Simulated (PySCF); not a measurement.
## SiF2: geometry relaxation (part 1 of 3)

The run: geometry relaxation of SiF2, SMILES F[Si]F. Method and program: TPSSh/STO-3G, RKS (PySCF 2.14.0).

The run did not end well. The geometry comes from this level: PBE0-D4/def2-TZVP. Figures and captions count atoms from 1; the log counts them from 0 in places.

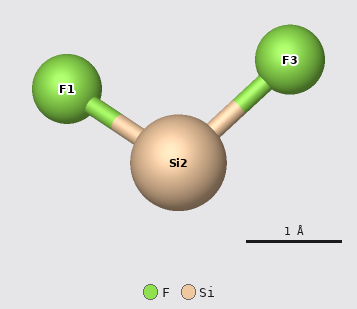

Figure 1. The starting structure (ball-and-stick view, seen at an oblique angle; atoms are numbered from 1 in the order of the input). Bond lengths as drawn: F–Si 1.60 Å.

## Input file (calc.py)
```python
from pyscf import gto, dft
from pyscf.geomopt.geometric_solver import kernel as optimise

molecule = gto.M(
    atom=[
    ('F', (0.166300, 1.246800, 0.229400)),
    ('Si', (-0.594900, -0.046400, -0.330100)),
    ('F', (0.428600, -1.200400, 0.100700)),
],
    verbose=3,
    max_memory=1860,
    basis='sto-3g',
)

calc0 = dft.RKS(molecule, xc='tpssh')
calc0.grids.level = 4
calc0.conv_tol = 1e-10
converged, mol_eq = optimise(calc0, maxsteps=60, convergence_set='GAU_TIGHT')
print('converged:', converged)
print(mol_eq.tostring())

calc0.reset(mol_eq)
molecule = mol_eq
calc0.kernel()
if not calc0.converged:
    calc0 = calc0.newton().run(calc0.mo_coeff, calc0.mo_occ)
e_final = calc0.e_tot
print(f'total energy: {e_final:.8f} hartree')
```

Machine: 1 thread of Intel Xeon @ 2.50GHz (Skylake/Cascade Lake), 189 GiB of memory available, shared host.

Launched with:
```bash
OMP_NUM_THREADS=1 python calc.py
```

## What the program printed
```
#|     Arguments passed to driver run_optimizer():      |#
convergence_set           GAU_TIGHT
customengine              <pyscf.geomopt.geometric_solver.PySCFEngine object>
maxiter                   60
----------------------------------------------------------
Custom engine selected.
Bonds will be generated from interatomic distances less than 1.20 times sum of covalent radii
9 internal coordinates being used (instead of 9 Cartesians)
Internal coordinate system (atoms numbered from 1):
Distance 1-2
Distance 2-3
Angle 1-2-3
Translation-X 1-3
Translation-Y 1-3
Translation-Z 1-3
Rotation-A 1-3
Rotation-B 1-3
Rotation-C 1-3
<class 'geometric.internal.Distance'> : 2
<class 'geometric.internal.Angle'> : 1
<class 'geometric.internal.TranslationX'> : 1
<class 'geometric.internal.TranslationY'> : 1
<class 'geometric.internal.TranslationZ'> : 1
<class 'geometric.internal.RotationA'> : 1
<class 'geometric.internal.RotationB'> : 1
<class 'geometric.internal.RotationC'> : 1
> ===== Optimization Info: ====
> Job type: Energy minimization
> Maximum number of optimization cycles: 60
> Initial / maximum trust radius (Angstrom): 0.100 / 0.300
> Convergence Criteria:
> Will converge when all 5 criteria are reached:
>  |Delta-E| < 1.00e-06
>  RMS-Grad  < 1.00e-05
>  Max-Grad  < 1.50e-05
>  RMS-Disp  < 4.00e-05
>  Max-Disp  < 6.00e-05
> === End Optimization Info ===

Geometry optimization cycle 1
Cartesian coordinates (Angstrom)
 Atom        New coordinates             dX        dY        dZ
   F   0.166300   1.246800   0.229400    0.000000  0.000000  0.000000
  Si  -0.594900  -0.046400  -0.330100    0.000000  0.000000  0.000000
   F   0.428600  -1.200400   0.100700    0.000000  0.000000  0.000000

WARN: Mole.unit (angstrom) is changed to Bohr

converged SCF energy = -482.954922502068
--------------- RKS_Scanner gradients ---------------
         x                y                z
0 F    -0.0251853730    -0.0192587157    -0.0158610487
1 Si     0.0539400383     0.0042142474     0.0299297855
2 F    -0.0288627328     0.0149741334    -0.0140555034
----------------------------------------------
cycle 1: E = -482.954922502  dE = -482.955  norm(grad) = 0.0795908
Step    0 : Gradient = 4.595e-02/6.183e-02 (rms/max) Energy = -482.9549225021
Hessian Eigenvalues: 5.00000e-02 5.00000e-02 5.00000e-02 ... 2.50000e-01 5.09254e-01 5.09269e-01

Geometry optimization cycle 2
Cartesian coordinates (Angstrom)
 Atom        New coordinates             dX        dY        dZ
   F   0.207102   1.192503   0.244831    0.040802 -0.054297  0.015431
  Si  -0.661349  -0.051157  -0.367586   -0.066449 -0.004757 -0.037486
   F   0.457678  -1.139113   0.122335    0.029078  0.061287  0.021635
converged SCF energy = -482.960043405716
--------------- RKS_Scanner gradients ---------------
         x                y                z
0 F    -0.0034188832    -0.0099942723    -0.0028664585
1 Si     0.0088173919     0.0006796886     0.0048839704
2 F    -0.0054342903     0.0093469333    -0.0018215611
----------------------------------------------
cycle 2: E = -482.960043406  dE = -0.0051209  norm(grad) = 0.0184951
Step    1 : Displace = 7.248e-02/7.742e-02 (rms/max) Trust = 1.000e-01 (=) Grad = 1.068e-02/1.096e-02 (rms/max) E (change) = -482.9600434057 (-5.121e-03) Quality = 0.997
Hessian Eigenvalues: 4.99960e-02 5.00000e-02 5.00000e-02 ... 3.19301e-01 4.04642e-01 5.09261e-01

Geometry optimization cycle 3
Cartesian coordinates (Angstrom)
 Atom        New coordinates             dX        dY        dZ
   F   0.204149   1.216448   0.243268   -0.002952  0.023945 -0.001563
  Si  -0.657394  -0.050500  -0.367068    0.003955  0.000657  0.000518
   F   0.458060  -1.164555   0.117217    0.000381 -0.025442 -0.005118
converged SCF energy = -482.960402400433
--------------- RKS_Scanner gradients ---------------
         x                y                z
0 F    -0.0004161877     0.0005938807    -0.0000534411
1 Si     0.0005656855     0.0000370797     0.0003084736
2 F    -0.0002059835    -0.0006231004    -0.0000704165
----------------------------------------------
cycle 3: E = -482.9604024  dE = -0.000358995  norm(grad) = 0.00117513
Step    2 : Displace = 2.047e-02/2.489e-02 (rms/max) Trust = 1.414e-01 (+) Grad = 6.785e-04/7.272e-04 (rms/max) E (change) = -482.9604024004 (-3.590e-04) Quality = 0.906
Hessian Eigenvalues: 4.98532e-02 5.00000e-02 5.00000e-02 ... 3.24144e-01 4.32398e-01 5.09262e-01

Geometry optimization cycle 4
Cartesian coordinates (Angstrom)
 Atom        New coordinates             dX        dY        dZ
   F   0.207209   1.213068   0.242162    0.003059 -0.003379 -0.001106
  Si  -0.659029  -0.050004  -0.369548   -0.001634  0.000496 -0.002481
   F   0.458315  -1.161948   0.115173    0.000256  0.002607 -0.002044
converged SCF energy = -482.960408120723
--------------- RKS_Scanner gradients ---------------
         x                y                z
0 F    -0.0000757705     0.0000583663     0.0000758938
1 Si     0.0000167972    -0.0000106232     0.0000036851
2 F     0.0000081273    -0.0000352053     0.0001109119
----------------------------------------------
cycle 4: E = -482.960408121  dE = -5.72029e-06  norm(grad) = 0.000170068
Step    3 : Displace = 2.956e-03/3.281e-03 (rms/max) Trust = 2.000e-01 (+) Grad = 9.819e-05/1.221e-04 (rms/max) E (change) = -482.9604081207 (-5.720e-06) Quality = 0.943
Hessian Eigenvalues: 4.11690e-02 4.99999e-02 5.00000e-02 ... 3.36719e-01 4.35620e-01 5.09261e-01

Geometry optimization cycle 5
Cartesian coordinates (Angstrom)
 Atom        New coordinates             dX        dY        dZ
   F   0.209673   1.212056   0.240167    0.002465 -0.001013 -0.001995
  Si  -0.659039  -0.049249  -0.371642   -0.000010  0.000755 -0.002094
   F   0.457895  -1.162182   0.111696   -0.000421 -0.000233 -0.003477
converged SCF energy = -482.960408279037
--------------- RKS_Scanner gradients ---------------
         x                y                z
0 F    -0.0000252087    -0.0000336770     0.0000942516
1 Si    -0.0000580357    -0.0000177245    -0.0000377745
2 F     0.0000356880     0.0000627505     0.0001346026
----------------------------------------------
cycle 5: E = -482.960408279  dE = -1.58314e-07  norm(grad) = 0.000197715
Step    4 : Displace = 4.703e-04/5.257e-04 (rms/max) Trust = 2.828e-01 (+) Grad = 1.142e-04/1.527e-04 (rms/max) E (change) = -482.9604082790 (-1.583e-07) Quality = 0.211
Hessian Eigenvalues: 4.13953e-03 4.99999e-02 5.00000e-02 ... 3.60053e-01 5.09254e-01 7.46738e-01

Geometry optimization cycle 6
Cartesian coordinates (Angstrom)
 Atom        New coordinates             dX        dY        dZ
   F   0.213572   1.210912   0.236615    0.003898 -0.001144 -0.003552
  Si  -0.658728  -0.047950  -0.375032    0.000311  0.001299 -0.003389
   F   0.457044  -1.163129   0.105681   -0.000851 -0.000947 -0.006015
converged SCF energy = -482.960408527804
--------------- RKS_Scanner gradients ---------------
         x                y                z
0 F    -0.0000056116    -0.0000942518     0.0000991212
1 Si    -0.0000755870    -0.0000202705    -0.0000474592
2 F     0.0000385739     0.0001226358     0.0001386560
----------------------------------------------
cycle 6: E = -482.960408528  dE = -2.48767e-07  norm(grad) = 0.000250738
Step    5 : Displace = 2.512e-04/2.867e-04 (rms/max) Trust = 2.352e-04 (-) Grad = 1.448e-04/1.891e-04 (rms/max) E (change) = -482.9604085278 (-2.488e-07) Quality = 0.122
Poor-quality step dominated by net translation/rotation detected; will project out net forces and torques past this point.
Hessian Eigenvalues: 9.71748e-04 4.99999e-02 5.00000e-02 ... 3.52594e-01 5.09251e-01 8.68273e-01

Geometry optimization cycle 7
Cartesian coordinates (Angstrom)
 Atom        New coordinates             dX        dY        dZ
   F   0.216728   1.210293   0.233431    0.003156 -0.000619 -0.003184
  Si  -0.658285  -0.046826  -0.377857    0.000443  0.001124 -0.002826
   F   0.456233  -1.164242   0.100473   -0.000811 -0.001114 -0.005209
converged SCF energy = -482.960408930738
--------------- RKS_Scanner gradients ---------------
         x                y                z
0 F    -0.0000243341    -0.0000858199     0.0000901209
1 Si    -0.0000335974    -0.0000174474    -0.0000243069
2 F     0.0000189997     0.0001079578     0.0001224675
----------------------------------------------
cycle 7: E = -482.960408931  dE = -4.02934e-07  norm(grad) = 0.000212408
Step    6 : Displace = 1.068e-04/1.119e-04 (rms/max) Trust = 1.176e-04 (-) Grad = 8.956e-05/1.017e-04 (rms/max) E (change) = -482.9604089307 (-4.029e-07) Quality = 0.207
Hessian Eigenvalues: 2.68063e-02 4.99996e-02 4.99999e-02 ... 2.35521e-01 4.32793e-01 5.09296e-01

Geometry optimization cycle 8
Cartesian coordinates (Angstrom)
 Atom        New coordinates             dX        dY        dZ
   F   0.216706   1.210350   0.233428   -0.000021  0.000057 -0.000004
  Si  -0.658254  -0.046824  -0.377843    0.000031  0.000002  0.000014
   F   0.456223  -1.164301   0.100463   -0.000009 -0.000059 -0.000010
converged SCF energy = -482.960408963576
--------------- RKS_Scanner gradients ---------------
         x                y                z
0 F    -0.0000288698    -0.0000737953     0.0000889290
1 Si    -0.0000302754    -0.0000142559    -0.0000220625
2 F     0.0000201119     0.0000926431     0.0001213083
----------------------------------------------
cycle 8: E = -482.960408964  dE = -3.28376e-08  norm(grad) = 0.000198739
Step    7 : Displace = 5.345e-05/6.105e-05 (rms/max) Trust = 5.339e-05 (-) Grad = 7.852e-05/8.889e-05 (rms/max) E (change) = -482.9604089636 (-3.284e-08) Quality = 1.284
Hessian Eigenvalues: 2.68186e-02 4.99991e-02 4.99999e-02 ... 3.05462e-01 4.01724e-01 5.23967e-01

Geometry optimization cycle 9
Cartesian coordinates (Angstrom)
 Atom        New coordinates             dX        dY        dZ
   F   0.216676   1.210431   0.233423   -0.000030  0.000081 -0.000005
  Si  -0.658210  -0.046823  -0.377824    0.000044  0.000001  0.000019
   F   0.456209  -1.164384   0.100448   -0.000014 -0.000083 -0.000014
converged SCF energy = -482.960409003988
--------------- RKS_Scanner gradients ---------------
         x                y                z
0 F    -0.0000315880    -0.0000520708     0.0000898468
1 Si    -0.0000242141    -0.0000190456    -0.0000193540
2 F     0.0000166216     0.0000755697     0.0001175325
----------------------------------------------
cycle 9: E = -482.960409004  dE = -4.0412e-08  norm(grad) = 0.000181401
Step    8 : Displace = 7.557e-05/8.661e-05 (rms/max) Trust = 7.551e-05 (+) Grad = 6.287e-05/6.801e-05 (rms/max) E (change) = -482.9604090040 (-4.041e-08) Quality = 1.353
Hessian Eigenvalues: 2.68179e-02 4.99988e-02 4.99999e-02 ... 3.06001e-01 4.09702e-01 5.16999e-01

Geometry optimization cycle 10
Cartesian coordinates (Angstrom)
 Atom        New coordinates             dX        dY        dZ
   F   0.216629   1.210544   0.233415   -0.000046  0.000113 -0.000007
  Si  -0.658143  -0.046818  -0.377798    0.000067  0.000005  0.000026
   F   0.456189  -1.164502   0.100430   -0.000020 -0.000118 -0.000018
converged SCF energy = -482.96040904822
--------------- RKS_Scanner gradients ---------------
         x                y                z
0 F    -0.0000400739    -0.0000273895     0.0000879615
1 Si    -0.0000134065    -0.0000174315    -0.0000133702
2 F     0.0000140803     0.0000490698     0.0001132243
----------------------------------------------
cycle 10: E = -482.960409048  dE = -4.42323e-08  norm(grad) = 0.000161807
Step    9 : Displace = 1.073e-04/1.216e-04 (rms/max) Trust = 1.068e-04 (+) Grad = 4.149e-05/4.245e-05 (rms/max) E (change) = -482.9604090482 (-4.423e-08) Quality = 1.438
Hessian Eigenvalues: 2.68167e-02 4.99953e-02 4.99999e-02 ... 3.07039e-01 4.10887e-01 5.14804e-01

Geometry optimization cycle 11
Cartesian coordinates (Angstrom)
 Atom        New coordinates             dX        dY        dZ
   F   0.216540   1.210704   0.233421   -0.000090  0.000159  0.000006
  Si  -0.658019  -0.046814  -0.377792    0.000124  0.000004  0.000006
   F   0.456151  -1.164665   0.100429   -0.000038 -0.000163 -0.000001
converged SCF energy = -482.960409073789
--------------- RKS_Scanner gradients ---------------
         x                y                z
0 F    -0.0000554846     0.0000040990     0.0000830952
1 Si     0.0000129362    -0.0000181892     0.0000007522
2 F     0.0000026874     0.0000180241     0.0001037564
----------------------------------------------
cycle 11: E = -482.960409074  dE = -2.55691e-08  norm(grad) = 0.000146957
Step   10 : Displace = 1.544e-04/1.725e-04 (rms/max) Trust = 1.510e-04 (+) Grad = 1.363e-05/1.851e-05 (rms/max) E (change) = -482.9604090738 (-2.557e-08) Quality = 1.159
Hessian Eigenvalues: 2.67111e-02 4.68801e-02 4.99999e-02 ... 3.13191e-01 4.21046e-01 5.14888e-01

Geometry optimization cycle 12
Cartesian coordinates (Angstrom)
 Atom        New coordinates             dX        dY        dZ
   F   0.216436   1.210754   0.233494   -0.000103  0.000050  0.000072
  Si  -0.657928  -0.046823  -0.377873    0.000091 -0.000009 -0.000081
   F   0.456134  -1.164698   0.100539   -0.000017 -0.000033  0.000111
converged SCF energy = -482.960409040184
--------------- RKS_Scanner gradients ---------------
         x                y                z
0 F    -0.0000615333     0.0000105371     0.0000806362
1 Si     0.0000221053    -0.0000165366     0.0000058919
2 F    -0.0000009871     0.0000098422     0.0001013371
----------------------------------------------
cycle 12: E = -482.96040904  dE = 3.36046e-08  norm(grad) = 0.000146845
Step   11 : Displace = 4.312e-05/4.757e-05 (rms/max) Trust = 2.136e-04 (+) Grad = 1.229e-05/1.708e-05 (rms/max) E (change) = -482.9604090402 (+3.360e-08) Quality = -7.798
Not rejecting step - energy change meets convergence criteria
Hessian Eigenvalues: 5.88359e-03 2.96533e-02 4.99999e-02 ... 3.43321e-01 5.14695e-01 7.09344e-01

Geometry optimization cycle 13
Cartesian coordinates (Angstrom)
 Atom        New coordinates             dX        dY        dZ
   F   0.216325   1.210781   0.233586   -0.000112  0.000027  0.000093
  Si  -0.657821  -0.046832  -0.378019    0.000107 -0.000009 -0.000146
   F   0.456114  -1.164710   0.100679   -0.000020 -0.000011  0.000139
converged SCF energy = -482.960408987149
--------------- RKS_Scanner gradients ---------------
         x                y                z
0 F    -0.0000639400     0.0000146163     0.0000799921
1 Si     0.0000268919    -0.0000176585     0.0000082687
2 F    -0.0000040659     0.0000068163     0.0001000551
----------------------------------------------
cycle 13: E = -482.960408987  dE = 5.30351e-08  norm(grad) = 0.000147912
Step   12 : Displace = 2.156e-05/2.391e-05 (rms/max) Trust = 2.156e-05 (-) Grad = 1.425e-05/1.876e-05 (rms/max) E (change) = -482.9604089871 (+5.304e-08) Quality = -6.273
Not rejecting step - energy change meets convergence criteria
Hessian Eigenvalues: 9.41533e-04 2.78442e-02 4.99999e-02 ... 3.47807e-01 5.17371e-01 1.02303e+00

Geometry optimization cycle 14
Cartesian coordinates (Angstrom)
 Atom        New coordinates             dX        dY        dZ
   F   0.216168   1.210795   0.233728   -0.000157  0.000015  0.000142
  Si  -0.657657  -0.046841  -0.378286    0.000164 -0.000009 -0.000267
   F   0.456083  -1.164709   0.100888   -0.000031  0.000001  0.000209
converged SCF energy = -482.960408897779
--------------- RKS_Scanner gradients ---------------
         x                y                z
0 F    -0.0000660684     0.0000153177     0.0000791463
1 Si     0.0000290948    -0.0000165971     0.0000096683
2 F    -0.0000052295     0.0000049702     0.0001002771
```
